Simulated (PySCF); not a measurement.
# C₃H₆O₃, SMILES `COC(=O)OC`: electronic structure

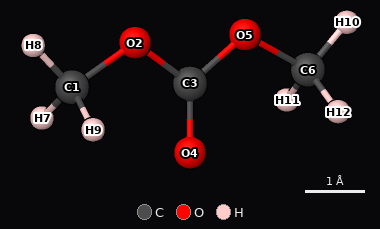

The molecule, with its atoms numbered as below. No frequency check shows the geometry to be a minimum.

Geometry (Å), atoms numbered from 1:

```
C1       2.3277    0.0154   -0.0001
O2       1.0840    0.7050    0.0007
C3       0.0000   -0.0714   -0.0002
O4       0.0000   -1.2693   -0.0000
O5      -1.0840    0.7050   -0.0008
C6      -2.3277    0.0154    0.0004
H7       2.4159   -0.6135    0.8879
H8       3.0935    0.7863   -0.0006
H9       2.4157   -0.6139   -0.8879
H10     -3.0935    0.7863    0.0005
H11     -2.4157   -0.6135    0.8884
H12     -2.4159   -0.6139   -0.8874
```

### 1. Bonding charge

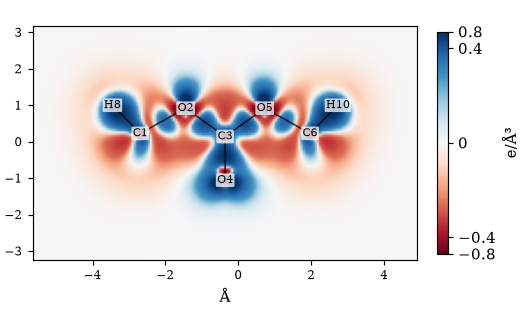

Deformation density (molecule less spherical, spin-averaged free atoms) in a plane through 8 of the atoms; colour scale in e/Å³, logarithmic beyond ±0.1; blue: gain, red: loss.

Level of theory: BLYP/def2-SVPD (PySCF), at a geometry from GFN2-xTB.

**How much density has each bond in this plane gained at its critical point, relative to the free atoms?**

C1–H8 and C6–H10: +0.73 e/Å³ at the bond critical point (bond length 1.09 Å). C3–O4: +0.68 e/Å³ at the bond critical point (bond length 1.20 Å). O2–C3 and C3–O5: +0.33 e/Å³ at the bond critical point (bond length 1.33 Å). C1–O2 and O5–C6: +0.02 e/Å³ at the bond critical point (bond length 1.42 Å); up to 0.6 Å beside the axis the gain reaches +0.28 e/Å³. In all, 2.6 electrons gather in the regions of gain relative to the promolecule. A small or negative value marks a very polar bond, one between electron-rich atoms, whose free-atom densities already overlap strongly, a long bond to a heavier atom, or a closed-shell contact such as a hydrogen bond.

**Where do the Hirshfeld charges lie?**

The highest Hirshfeld charge is on C3 (+0.24 e), the lowest on O4 (−0.28 e).

### 2. Bond critical points

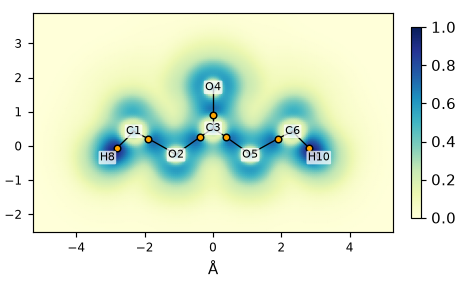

Localised orbital locator (LOL) in a plane through 8 of the atoms, with bond paths and bond critical points (dots).

**Rank the bonds in the plane by LOL at their critical points.**

C1–H8 and C6–H10: about 0.91; O2–C3 and C3–O5: about 0.54; C1–O2 and O5–C6: about 0.51; C3–O4: about 0.46. Values above 0.5 mark slow, localised electrons, as in shared pairs; low values at a critical point mark a polar or closed-shell contact whose critical point lies between the shells.

**Where along C3–O4 does the critical point lie?**

0.40 Å from C3 and 0.80 Å from O4.

### 3. Electrostatic potential

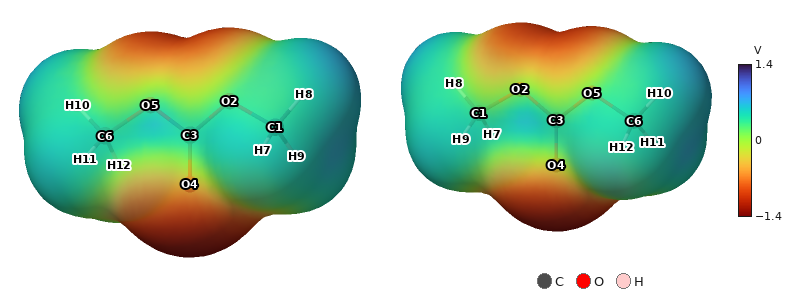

Electrostatic potential on the surface of electron density 0.001 a.u. (back view left, front view right).

**Where are the extremes of the potential on the surface?**

Highest: 0.72 V, 1.3 Å from H10, and at like points elsewhere. Further maxima include 0.59 V, over C3, off the plane of its three bonds (1.8 Å). Lowest: −1.37 V, 1.8 Å from O4. Further minima include −1.02 V, 1.8 Å from O5. The surface is sampled at points, so like sites can differ by a few per cent and only the strongest of them is named.

**What volume does the surface enclose, and what is the dipole moment?**

About 113 Å³; the dipole moment is 0.4 D.

### 4. Localised orbitals

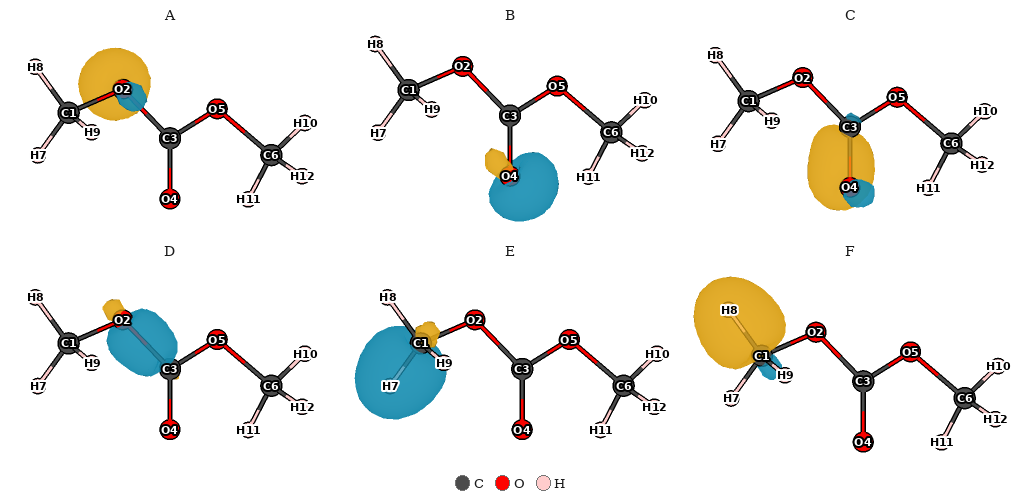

Localised orbitals, occupied; each surface holds about 70 % of the orbital's density. Energies are diagonal elements of the Fock matrix.

Method: B3LYP/6-31+G*; geometry: GFN2-xTB; program: PySCF.

**Name the orbitals, with their atomic make-up and energies.**

By panel:
- A: lone pair on O2 (sp2.7-type) (O2 93 %, C3 5 %; −13.8 eV)
- B: lone pair on O4 (sp1.9-type) (O4 95 %, C3 4 %; −13.1 eV)
- C: bent (banana) bond O4–C3 (O4 66 %, C3 33 %; −17.8 eV)
- D: σ bond O2–C3 (O2 63 %, C3 36 %; −21.5 eV)
- E: σ bond C1–H7 (C1 56 %, H7 44 %; −13.8 eV)
- F: σ bond C1–H8 (C1 56 %, H8 44 %; −13.9 eV)

**Which localisation scheme gives orbitals like these: Pipek–Mezey, IBO or Foster–Boys?**

Foster–Boys: it mixes σ and π into equivalent bent bonds, while the other two keep them apart.

### 5. Stretching a bond

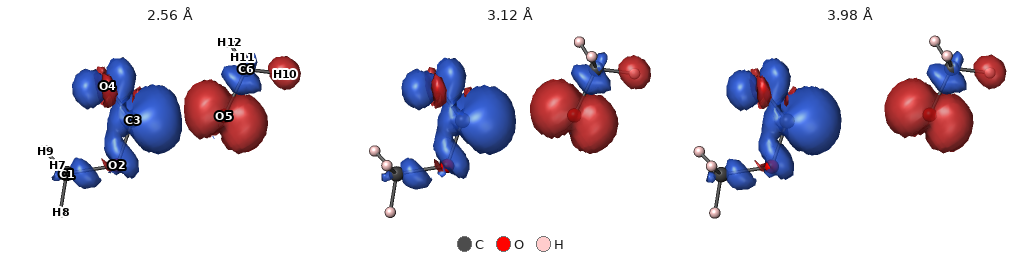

Rigid stretch of the C3–O5 bond. Broken-symmetry UHF spin density at ±0.03 e/Å³ (red: α, blue: β).

Method: 6-31G* basis; geometry: GFN2-xTB; program: PySCF.

**How does the broken-symmetry solution share the spin, and how far is it from a pure singlet?**

At 3.98 Å excess α spin lies mostly on O5 and excess β on C3; the two could be swapped at no cost. ⟨S²⟩ is 0.97 at 2.56 Å, 1.01 at 3.12 Å and 1.02 at 3.98 Å, against 0 for a pure singlet and 1 for an equal mix of singlet and triplet.

**Where does the UHF solution part from RHF?**

Between 1.70 Å (⟨S²⟩ = 0, the two coincide) and 1.92 Å (⟨S²⟩ = 0.48); at 3.98 Å ⟨S²⟩ is 1.02 and UHF lies 6.3 eV below RHF.
